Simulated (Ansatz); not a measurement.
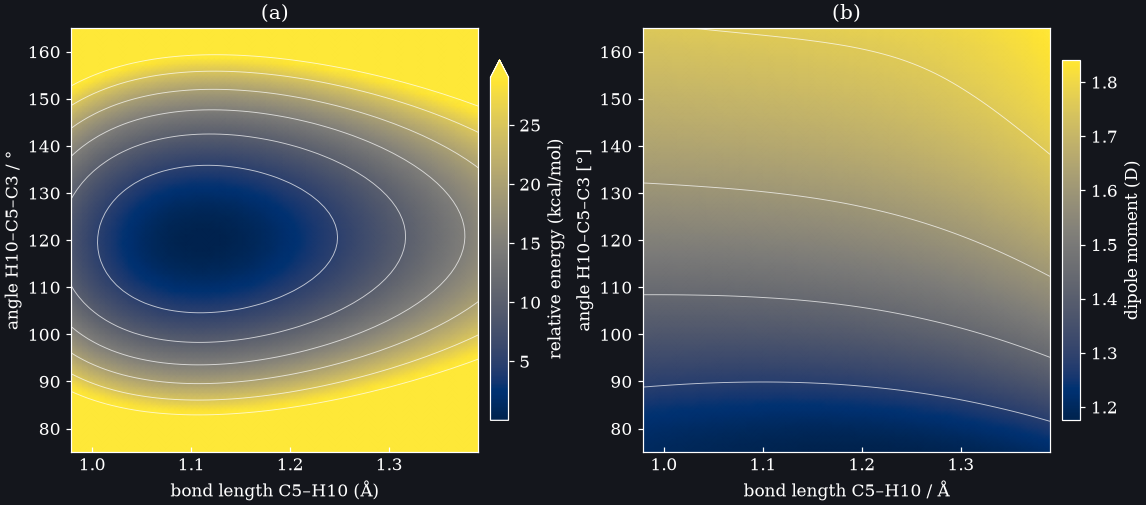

C₄H₅Cl, SMILES CC1=C(Cl)C1. The first coordinate is: bond length C5–H10; the second: angle H10–C5–C3. Nothing is relaxed (all other coordinates rigid). The scan uses a 15 × 15 grid. Points are written as (first, second). Energies are in kcal/mol, from the relaxed molecule at the same level. Computed with Ansatz 0.2.0, RKS PBE-D4/def2-SVP.

Panel (a) is the energy and panel (b) the computed dipole moment on the same grid.

Drawn: a smooth colour map with a few white contour lines, one colour for all values above the top of the scale. Between grid points the surface is interpolated.

How does the dipole moment vary over the map, and what is it at the lowest grid point?

Answer. Leaving out the highest fifth of the energies, it runs from 1.21 D at (1.155 Å, 81.5°) to 1.81 D at (1.390 Å, 152.2°). At the lowest grid point, (1.126 Å, 120.0°), it is 1.54 D.

```tsv
angle H10–C5–C3 ↓, bond length C5–H10 →	0.979	1.008	1.037	1.067	1.096	1.126	1.155	1.184	1.214	1.243	1.272	1.302	1.331	1.361	1.390
165.0	1.75	1.76	1.76	1.76	1.77	1.77	1.77	1.78	1.78	1.79	1.79	1.80	1.81	1.82	1.84
158.6	1.73	1.73	1.73	1.74	1.74	1.74	1.75	1.75	1.75	1.76	1.77	1.78	1.79	1.81	1.83
152.2	1.70	1.70	1.70	1.71	1.71	1.71	1.72	1.72	1.73	1.74	1.75	1.76	1.77	1.79	1.81
145.8	1.67	1.67	1.68	1.68	1.68	1.69	1.69	1.70	1.70	1.71	1.72	1.74	1.75	1.77	1.79
139.3	1.64	1.64	1.64	1.65	1.65	1.65	1.66	1.67	1.67	1.68	1.69	1.71	1.72	1.74	1.76
132.9	1.60	1.61	1.61	1.61	1.61	1.62	1.62	1.63	1.64	1.65	1.66	1.67	1.69	1.71	1.73
126.5	1.57	1.57	1.57	1.57	1.58	1.58	1.59	1.59	1.60	1.61	1.62	1.64	1.65	1.68	1.70
120.0	1.52	1.53	1.53	1.53	1.53	1.54	1.54	1.55	1.56	1.57	1.58	1.59	1.61	1.63	1.66
113.6	1.48	1.48	1.48	1.48	1.49	1.49	1.49	1.50	1.51	1.52	1.53	1.55	1.56	1.59	1.61
107.2	1.43	1.43	1.43	1.43	1.43	1.44	1.44	1.45	1.46	1.47	1.48	1.49	1.51	1.53	1.56
100.8	1.38	1.38	1.38	1.38	1.38	1.38	1.39	1.39	1.40	1.41	1.42	1.44	1.45	1.47	1.50
94.3	1.33	1.32	1.32	1.32	1.32	1.32	1.33	1.33	1.34	1.34	1.36	1.37	1.39	1.41	1.43
87.9	1.27	1.27	1.27	1.26	1.26	1.26	1.26	1.27	1.27	1.28	1.29	1.30	1.32	1.33	1.36
81.5	1.23	1.22	1.22	1.21	1.21	1.21	1.21	1.21	1.21	1.22	1.22	1.23	1.25	1.26	1.28
75.0	1.20	1.20	1.19	1.19	1.18	1.18	1.18	1.18	1.18	1.18	1.18	1.18	1.19	1.20	1.21
```
